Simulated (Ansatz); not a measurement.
# How aqueous N(CH3)4+ and BF4- changes with salt concentration

How do pressure, forces, levels, charges and cost change as salt is added?

Computed with Ansatz 0.2.0: Kohn-Sham DFT, PBE+D3(BJ), PAW (set soft_2). Every run is a single point, with the atoms held where the recipe put them (cutoff of the plane-wave runs 420 eV, fixed occupations).

First member: 64 H2O, 1 N(CH3)4+, 1 BF4- placed at random, at 1.02 g/cm³; overlaps pushed apart, then 10 ps at 420 K with stiff harmonic cages for PF6 and BF4 with UFF radii; MMFF94 bonds, angles, torsions, charges and radii (Halgren, J. Comput. Chem. 17, 490 (1996)) in harmonic and 12-6 forms; SPC/E water (Berendsen, Grigera and Straatsma, J. Phys. Chem. 91, 6269 (1987)); charges of ions scaled by 0.85. Snapshot after 20 ps at 300 K and fixed volume.

Last member: 42 H2O, 4 N(CH3)4+, 4 BF4- placed at random, at 1.08 g/cm³; overlaps pushed apart, then 10 ps at 420 K with stiff harmonic cages for PF6 and BF4 with UFF radii; MMFF94 bonds, angles, torsions, charges and radii (Halgren, J. Comput. Chem. 17, 490 (1996)) in harmonic and 12-6 forms; SPC/E water (Berendsen, Grigera and Straatsma, J. Phys. Chem. 91, 6269 (1987)); charges of ions scaled by 0.85. Snapshot after 20 ps at 300 K and fixed volume.

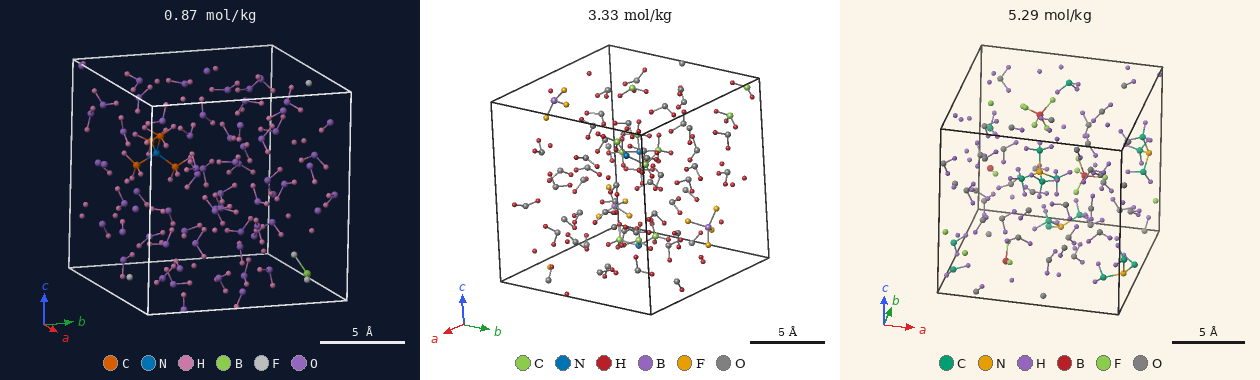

Three members of the series, labelled by salt concentration. Bonds to atoms that aren't drawn are left out. Some periodic images of atoms are drawn too.

The members:

| salt concentration (mol/kg) | reduced formula | atoms | valence electrons | k-mesh | basis | density (g/cm³) |
| --- | --- | --- | --- | --- | --- | --- |
| 0.87 | BH140C4NO64F4 | 214 | 576 | 1×1×1 | plane waves | 1.02 |
| 1.95 | B2H138C8N2O57F8 | 215 | 584 | 1×1×1 | plane waves | 1.04 |
| 3.33 | B3H136C12N3O50F12 | 216 | 592 | 1×1×1 | plane waves | 1.06 |
| 5.29 | B2H66C8N2O21F8 | 214 | 592 | 1×1×1 | plane waves | 1.08 |

Each cell is one sample from a classical run, so sample-to-sample scatter enters every column; pressures lack the kinetic term, and hold the strain of bonds inside molecules, whose lengths the classical model set.

The input of the first member, without its atom lines; other members have their own cell and atoms, and may differ in mesh, basis and outputs:

```yaml
crystal:
  lattice:
    - [12.88883, 0.0, 0.0]
    - [0.0, 12.88883, 0.0]
    - [0.0, 0.0, 12.88883]
  atoms:
    [... 214 lines ...]
kpoints:
  mp_grid: { grid: [1, 1, 1] }
hamiltonian:
  xc: pbe
  dispersion: d3bj
scf:
  occupations: { method: fixed }
output:
  forces: true
  stress: true
  populations: true
  dos:
    method: { smearing: { sigma: 0.08 } }
    de: 0.1
    projected: { site_lists: { B: [B], C: [C], F: [F], H: [H], "N": ["N"] } }
  eigenvalues: true
  write_density: true
  write_potential: true
  volumetric_format: npy
```

Q: What do these runs give, and what do they cost?

Results; charges are mean Löwdin charges in e:

| salt concentration (mol/kg) | pressure (GPa) | r.m.s. force (eV/Å) | gap (eV) | q(H) | q(C) | q(F) |
| --- | --- | --- | --- | --- | --- | --- |
| 0.87 | -2.60 | 0.592 | 4.05 | +0.38 | -0.34 | -0.35 |
| 1.95 | -1.86 | 0.616 | 3.81 | +0.36 | -0.35 | -0.34 |
| 3.33 | -1.56 | 0.647 | 4.24 | +0.34 | -0.34 | -0.36 |
| 5.29 | -0.970 | 0.668 | 4.41 | +0.33 | -0.35 | -0.35 |

The gap is that between the highest filled and lowest empty Kohn-Sham level on the run's k-points, and semilocal functionals tend to put gaps under measured ones. The projection misses up to 0.031 e an atom, so the charges add up to more than the cell's charge. Each mean runs over all atoms of an element, whatever their surroundings.

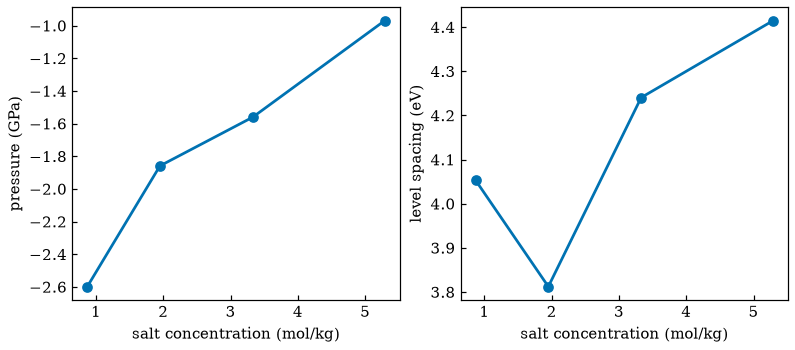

Results against salt concentration.

Cost on 8 threads of Arm Neoverse V2, shared host:

| salt concentration (mol/kg) | atoms | basis | k-mesh | SCF cycles | time | host memory (GiB) | Δ force from the first basis (meV/Å) |
| --- | --- | --- | --- | --- | --- | --- | --- |
| 0.87 | 214 | plane waves | 1×1×1 | 9 | 23 s | 3.2 | - |
| 0.87 | 214 | support functions | 1×1×1 | 12 | 67 s | 5.3 | 12 |
| 1.95 | 215 | plane waves | 1×1×1 | 9 | 22 s | 3.2 | - |
| 1.95 | 215 | support functions | 1×1×1 | 13 | 67 s | 5.4 | 11 |
| 3.33 | 216 | plane waves | 1×1×1 | 9 | 22 s | 3.2 | - |
| 3.33 | 216 | support functions | 1×1×1 | 12 | 65 s | 5.4 | 11 |
| 5.29 | 214 | plane waves | 1×1×1 | 9 | 21 s | 3.2 | - |
| 5.29 | 214 | support functions | 1×1×1 | 13 | 66 s | 5.4 | 9.9 |

The force difference holds the basis error of the plane-wave run too, whose cutoff is lower than the one behind the functions' grid. Times include the outputs that each run asked for, on hosts shared with other jobs.

**Reading.** The gap is lowest at 1.95 mol/kg (3.81 eV) and highest at 5.29 mol/kg (4.41 eV); in single samples it varies with the configuration. The pressure goes steadily from -2.6 GPa at 0.87 to -0.97 GPa at 5.29 mol/kg; the recipes set unlike densities, and the bond lengths of the classical model enter the pressure too. Support functions take 2.9 to 3.1 times the wall time of plane waves (the times hold unlike extra outputs; shared hosts, so rough).

**Limits.** The network of contacts between molecules at the start is that of the classical potential that made the cell, and needn't be the one that DFT or experiment would give. For 3 of the 4 members: the concentration wasn't checked against solubility and may exceed it.

[Logs are printed without paths, hosts, clocks, repeated set-up lines and the standing remarks that a program may print on its own settings, such as how far it seeks lower states.]

[Hosts, paths, dates, database ids (printed as entryN), source tags and the programs' standing remarks are cut or masked in the printed files.]

[The MMFF94 radii named for the starting cell were scaled by 0.96; in molecules described by MMFF94, hydrogen bound to N, O or S took a small fixed 12-6 site in their place.]
